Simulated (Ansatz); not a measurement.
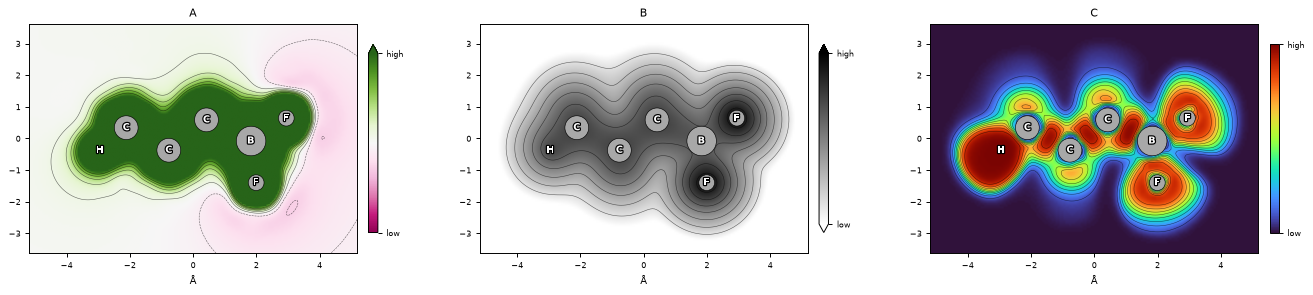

C$_{3}$H$_{7}$BF$_{2}$: 3 fields on the plane of atoms C2, C3 and B4, with unlabelled colour scales. Grey discs cover the atomic cores.

Geometry: r2SCAN-D4/def2-SVP.

Computed with Ansatz 0.2.0, isolated molecule in a Gaussian basis; Kohn-Sham density functional theory, functional PBE0.

```yaml
atoms:
  - { symbol: C, position_ang: [-0.0135, 1.6738, -0.5403] }
  - { symbol: C, position_ang: [-0.6240, 0.4016, -1.1159] }
  - { symbol: C, position_ang: [-0.8078, -0.7047, -0.0753] }
  - { symbol: B, position_ang: [-1.4300, -2.0349, -0.6015] }
  - { symbol: F, position_ang: [-1.6404, -3.0707, 0.2014] }
  - { symbol: F, position_ang: [-1.7796, -2.2012, -1.8708] }
  - { symbol: H, position_ang: [-0.6455, 2.0920, 0.2610] }
  - { symbol: H, position_ang: [0.9806, 1.4773, -0.1049] }
  - { symbol: H, position_ang: [0.1073, 2.4518, -1.3103] }
  - { symbol: H, position_ang: [0.0072, 0.0249, -1.9403] }
  - { symbol: H, position_ang: [-1.6001, 0.6325, -1.5784] }
  - { symbol: H, position_ang: [0.1573, -0.9567, 0.4075] }
  - { symbol: H, position_ang: [-1.4366, -0.3537, 0.7671] }
```

Q: The panels show electron density, electron localisation function and electrostatic potential in some order. Assign them.

A: Panel A: electrostatic potential (strongly positive close to the atoms, with negative regions outside electron-rich atoms). Panel B: electron density. Panel C: electron localisation function. From the grid: B–F (1.33 Å): the density is about 2.2 e/Å³ at the midpoint; the ELF peaks at about 0.85 between the atoms: a shared but strongly polarised pair. C–C (1.52 Å): ρ at the midpoint is about 1.6 e/Å³; the ELF peaks at about 0.95 between the atoms: a shared electron pair.
